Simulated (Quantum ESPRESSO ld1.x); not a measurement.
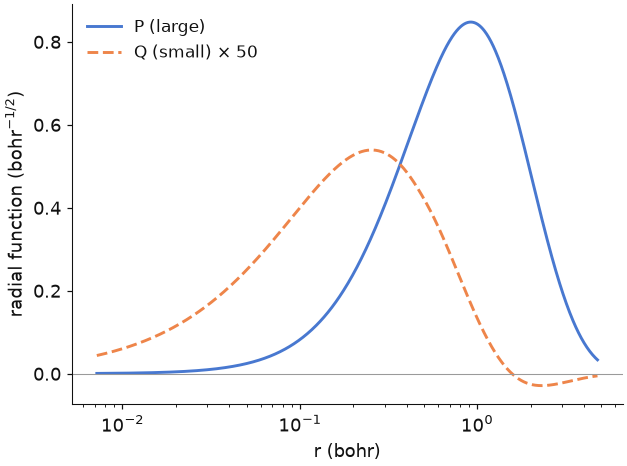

System: N⁺ (Z = 7, 6 electrons), configuration [He] 2s2 2p2 (open shells shared over both j by 2j + 1). Level of theory: Dirac Kohn-Sham, PBE, spin-unpolarised, spherical densities, point nucleus. Computed with Quantum ESPRESSO ld1.x 7.5.

The plot shows the large and small radial components of one occupied spinor.

Question: Which spinor (n, l, j) is it?

Answer: It is 2p1/2. The spinor has κ = 1: the large component has l = 1 and 0 radial nodes, the small one has l = 0. The small component carries 0.0059 % of the norm; ⟨r⟩ = 1.28 bohr and the eigenvalue is −20.7 eV. The nodes of P give n − l − 1 and its extent picks the shell; Q has as many nodes as P for κ < 0 and one more for κ > 0.
